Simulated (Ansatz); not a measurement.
**Geometry relaxation, with input and output: C$_{3}$H$_{6}$OSi (part 2 of 2)**

Continued. System: C$_{3}$H$_{6}$OSi. Method: RKS B3LYP-D4/6-31G (Ansatz 0.2.0). It belongs to a series of runs on one base structure; here: end point A relaxed.

Geometry of the input (Å):
```
C  -0.3176  -1.9018  1.6206
C  -0.0893  -0.7085  0.7490
C  0.1138  0.2427  0.0336
Si 0.5759  1.7209  -1.0584
O  -0.1961  1.5103  -2.5658
H  0.5601  -2.3499  1.8906
H  -0.9799  -2.5770  1.0980
H  -0.8367  -1.5265  2.5185
H  -0.0280  2.9683  -0.4060
H  1.9640  1.8738  -1.2198
H  -0.7008  0.6905  -2.6397
```

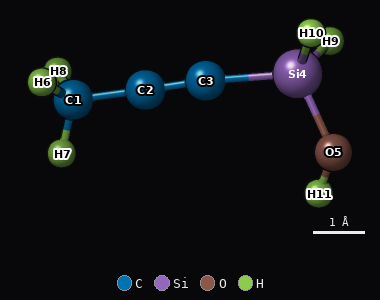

Fig. 1: The geometry at step 10 of the log (ball-and-stick view, seen at a tilt; atoms are numbered from 1 in the order of the input).

Trajectory as extended XYZ, continued:
```
11
Properties=species:S:1:pos:R:3:forces:R:3 step=4 energy=-13130.76484
C    -0.3354   -1.8582    1.6120   -0.0981   0.2302  -0.0622
C    -0.0850   -0.6972    0.7591   -0.0473  -0.1474   0.0695
C     0.1258    0.2719    0.0466    0.0863   0.1928  -0.0033
Si    0.5157    1.7308   -1.0238   -0.0453  -0.1005   0.1370
O    -0.1765    1.4859   -2.5946   -0.0693  -0.0749   0.0426
H     0.5951   -2.3795    1.8505    0.0662  -0.0853   0.0175
H    -1.0105   -2.5670    1.1201    0.0131  -0.0600  -0.0064
H    -0.8054   -1.5592    2.5570    0.0190  -0.0111  -0.0045
H    -0.0330    2.9833   -0.4068   -0.0301  -0.0420  -0.0313
H     1.9948    1.8417   -1.1682    0.1259   0.0346  -0.0261
H    -0.7202    0.6904   -2.7312   -0.0203   0.0635  -0.1328
11
Properties=species:S:1:pos:R:3:forces:R:3 step=5 energy=-13130.77283
C    -0.3383   -1.8547    1.6177    0.0221  -0.0757   0.0434
C    -0.0781   -0.7001    0.7697    0.0065   0.1460  -0.1470
C     0.1421    0.2710    0.0595    0.0453  -0.0938   0.1148
Si    0.5233    1.7153   -1.0229   -0.0329   0.0470  -0.0645
O    -0.1831    1.5002   -2.5961    0.0014  -0.1135   0.1136
H     0.5915   -2.3779    1.8739   -0.0154   0.0085  -0.0012
H    -0.9947   -2.5766    1.1174   -0.0103  -0.0003  -0.0035
H    -0.8232   -1.5611    2.5556   -0.0133   0.0059   0.0157
H    -0.0412    2.9589   -0.4077    0.0017   0.0081   0.0093
H     2.0081    1.8466   -1.1795   -0.0273  -0.0105  -0.0143
H    -0.7409    0.7212   -2.7671    0.0224   0.0783  -0.0663
11
Properties=species:S:1:pos:R:3:forces:R:3 step=6 energy=-13130.77778
C    -0.3409   -1.8560    1.6187    0.0184  -0.0368   0.0150
C    -0.0640   -0.7035    0.7708    0.0195   0.0827  -0.0505
C     0.1789    0.2699    0.0725   -0.0031  -0.0605   0.0581
Si    0.5266    1.7113   -1.0249    0.0448   0.0258   0.0104
O    -0.1384    1.4584   -2.6035    0.2559   0.2105   0.0960
H     0.5798   -2.3968    1.8696   -0.0079   0.0053  -0.0039
H    -1.0129   -2.5630    1.1188   -0.0165  -0.0180  -0.0029
H    -0.8166   -1.5557    2.5595   -0.0089   0.0083   0.0064
H    -0.0730    2.9411   -0.4118   -0.0065   0.0090   0.0015
H     2.0059    1.8792   -1.1828   -0.0314   0.0094  -0.0179
H    -0.7799    0.7579   -2.7664   -0.2643  -0.2358  -0.1120
11
Properties=species:S:1:pos:R:3:forces:R:3 step=7 energy=-13130.63545 accepted=F
C    -0.3494   -1.8612    1.6218   -0.0155   0.0662  -0.0856
C    -0.0206   -0.7146    0.7778    0.1283   0.0882   0.0885
C     0.2941    0.2668    0.1182   -0.1850  -0.0655  -0.0493
Si    0.5434    1.6981   -1.0266    0.2882   0.0337   0.4820
O     0.0102    1.3337   -2.6240   -2.8929  -1.4389  -0.8302
H     0.5437   -2.4503    1.8619   -0.0066   0.0021  -0.0085
H    -1.0627   -2.5259    1.1195    0.0058  -0.0215   0.0221
H    -0.8036   -1.5398    2.5674    0.0087  -0.0119  -0.0185
H    -0.1665    2.8873   -0.4240    0.0064  -0.0842  -0.0969
H     2.0028    1.9845   -1.1949   -0.0812   0.0186   0.0103
H    -0.9260    0.8641   -2.7766    2.7438   1.4131   0.4862
11
Properties=species:S:1:pos:R:3:forces:R:3 step=8 energy=-13130.78704
C    -0.3452   -1.8608    1.6231   -0.0044   0.0293  -0.0121
C    -0.0378   -0.7044    0.7873   -0.0244  -0.0914   0.0474
C     0.2313    0.2698    0.1016    0.0095   0.0631  -0.0462
Si    0.5368    1.7027   -1.0212   -0.0557  -0.0251  -0.0536
O    -0.0669    1.3931   -2.6154   -0.1691  -0.1862  -0.0353
H     0.5590   -2.4347    1.8568    0.0053  -0.0076   0.0028
H    -1.0480   -2.5389    1.1227    0.0168   0.0175   0.0005
H    -0.8011   -1.5547    2.5722    0.0026  -0.0056   0.0016
H    -0.1239    2.9123   -0.4239   -0.0073  -0.0028  -0.0011
H     1.9992    1.9397   -1.1970    0.0230   0.0049   0.0113
H    -0.8379    0.8186   -2.7856    0.2038   0.2038   0.0847
11
Properties=species:S:1:pos:R:3:forces:R:3 step=9 energy=-13130.76399 accepted=F
C    -0.3476   -1.8644    1.6289   -0.0048   0.0263  -0.0368
C    -0.0182   -0.7076    0.7994   -0.0136  -0.1107   0.0627
C     0.2725    0.2669    0.1223   -0.0182   0.0682  -0.0672
Si    0.5456    1.6907   -1.0228   -0.0339  -0.0071   0.0198
O     0.0013    1.3274   -2.6294   -1.3451  -0.6571  -0.2789
H     0.5439   -2.4659    1.8474   -0.0285   0.0192  -0.0034
H    -1.0752   -2.5195    1.1294    0.0562   0.0545   0.0234
H    -0.7856   -1.5535    2.5856    0.0149  -0.0189  -0.0147
H    -0.1738    2.8820   -0.4448    0.0073  -0.0391  -0.0335
H     1.9966    1.9895   -1.1979    0.0034  -0.0207   0.0281
H    -0.8941    0.8973   -2.7976    1.3623   0.6854   0.3004
11
Properties=species:S:1:pos:R:3:forces:R:3 step=10 energy=-13130.79151
C    -0.3436   -1.8623    1.6279    0.0004   0.0094  -0.0084
C    -0.0376   -0.7077    0.7901   -0.0001  -0.0190   0.0086
C     0.2315    0.2665    0.1034   -0.0098   0.0130  -0.0133
Si    0.5361    1.6961   -1.0244   -0.0130  -0.0154  -0.0168
O    -0.0397    1.3734   -2.6253   -0.0970  -0.1096  -0.0142
H     0.5595   -2.4416    1.8539   -0.0002  -0.0007   0.0004
H    -1.0533   -2.5362    1.1319    0.0106   0.0099   0.0026
H    -0.7905   -1.5553    2.5809    0.0014  -0.0027   0.0012
H    -0.1422    2.9017   -0.4367   -0.0066  -0.0029  -0.0029
H     1.9983    1.9439   -1.1882    0.0064   0.0041   0.0089
H    -0.8530    0.8643   -2.7929    0.1079   0.1138   0.0339
11
Properties=species:S:1:pos:R:3:forces:R:3 step=11 energy=-13130.79452
C    -0.3410   -1.8640    1.6327   -0.0009   0.0021  -0.0026
C    -0.0394   -0.7101    0.7930   -0.0006  -0.0114   0.0029
C     0.2250    0.2636    0.1038    0.0000   0.0101   0.0035
Si    0.5356    1.6892   -1.0261   -0.0113  -0.0106  -0.0116
O    -0.0195    1.3562   -2.6315   -0.0675  -0.0657  -0.0185
H     0.5633   -2.4426    1.8553    0.0006  -0.0003   0.0009
H    -1.0519   -2.5383    1.1395    0.0056   0.0038   0.0018
H    -0.7845   -1.5572    2.5874    0.0015  -0.0016   0.0017
H    -0.1535    2.8945   -0.4487   -0.0035  -0.0031  -0.0038
H     1.9982    1.9407   -1.1790    0.0001   0.0014   0.0054
H    -0.8668    0.9106   -2.8059    0.0761   0.0752   0.0204
11
Properties=species:S:1:pos:R:3:forces:R:3 step=12 energy=-13130.79673
C    -0.3355   -1.8654    1.6395    0.0038  -0.0109   0.0081
C    -0.0421   -0.7113    0.7988    0.0130   0.0477  -0.0258
C     0.2126    0.2632    0.1066   -0.0183  -0.0390   0.0423
Si    0.5316    1.6793   -1.0309    0.0554  -0.0014   0.0539
O     0.0068    1.3328   -2.6423   -0.0729  -0.0320  -0.0228
H     0.5707   -2.4427    1.8575    0.0060   0.0031   0.0005
H    -1.0453   -2.5397    1.1465   -0.0171  -0.0218   0.0035
H    -0.7762   -1.5624    2.5967   -0.0004   0.0027  -0.0023
H    -0.1730    2.8859   -0.4725    0.0141  -0.0026  -0.0121
H     1.9987    1.9205   -1.1597   -0.0223   0.0252  -0.0089
H    -0.8829    0.9826   -2.8195    0.0387   0.0290  -0.0364
11
Properties=species:S:1:pos:R:3:forces:R:3 step=13 energy=-13130.79833
C    -0.3342   -1.8706    1.6473    0.0044   0.0056  -0.0013
C    -0.0435   -0.7158    0.8050   -0.0005   0.0016  -0.0057
C     0.2105    0.2589    0.1133    0.0004  -0.0013   0.0020
Si    0.5308    1.6703   -1.0316   -0.0066  -0.0075   0.0046
O     0.0158    1.3216   -2.6467    0.0117   0.0078   0.0094
H     0.5746   -2.4437    1.8661    0.0001   0.0006  -0.0004
H    -1.0430   -2.5492    1.1574    0.0004  -0.0009   0.0018
H    -0.7748   -1.5662    2.6040   -0.0015  -0.0001   0.0023
H    -0.1769    2.8792   -0.4814    0.0029  -0.0066  -0.0060
H     1.9950    1.9227   -1.1608   -0.0042  -0.0017  -0.0012
H    -0.8890    1.0355   -2.8520   -0.0072   0.0027  -0.0055
11
Properties=species:S:1:pos:R:3:forces:R:3 step=14 energy=-13130.79844
C    -0.3321   -1.8726    1.6526    0.0030   0.0047  -0.0039
C    -0.0453   -0.7190    0.8074   -0.0034  -0.0105   0.0067
C     0.2067    0.2554    0.1146   -0.0067   0.0080  -0.0140
Si    0.5279    1.6649   -1.0324   -0.0026  -0.0116  -0.0082
O     0.0221    1.3208   -2.6512   -0.0563  -0.0134  -0.0108
H     0.5788   -2.4420    1.8724   -0.0010   0.0001   0.0008
H    -1.0389   -2.5551    1.1649    0.0029   0.0028   0.0012
H    -0.7736   -1.5673    2.6088    0.0001   0.0003   0.0009
H    -0.1819    2.8743   -0.4868    0.0019  -0.0017   0.0011
H     1.9927    1.9134   -1.1578    0.0025   0.0045   0.0041
H    -0.8911    1.0702   -2.8718    0.0596   0.0169   0.0223
11
Properties=species:S:1:pos:R:3:forces:R:3 step=15 energy=-13130.79857
C    -0.3315   -1.8724    1.6539   -0.0012  -0.0010   0.0000
C    -0.0482   -0.7218    0.8036    0.0021   0.0060  -0.0042
C     0.2011    0.2507    0.1071   -0.0013  -0.0041   0.0035
Si    0.5276    1.6636   -1.0335   -0.0043  -0.0031  -0.0073
O     0.0222    1.3270   -2.6539    0.0024   0.0016   0.0048
H     0.5808   -2.4389    1.8751    0.0003   0.0001   0.0004
H    -1.0373   -2.5584    1.1700    0.0004   0.0000   0.0005
H    -0.7725   -1.5639    2.6093    0.0000  -0.0003   0.0004
H    -0.1806    2.8719   -0.4837    0.0008   0.0002   0.0012
H     1.9930    1.9114   -1.1544    0.0009   0.0003   0.0007
H    -0.8893    1.0737   -2.8729   -0.0002   0.0002   0.0001
```

Summary:

```tsv
quantity	value
outcome	converged
total energy	−13130.7988 eV
mean-field energy	−13130.4896 eV
largest force (length of the vector) at the end	0.009 eV/Å
wall time	44 s
peak memory	0.14 GiB
```
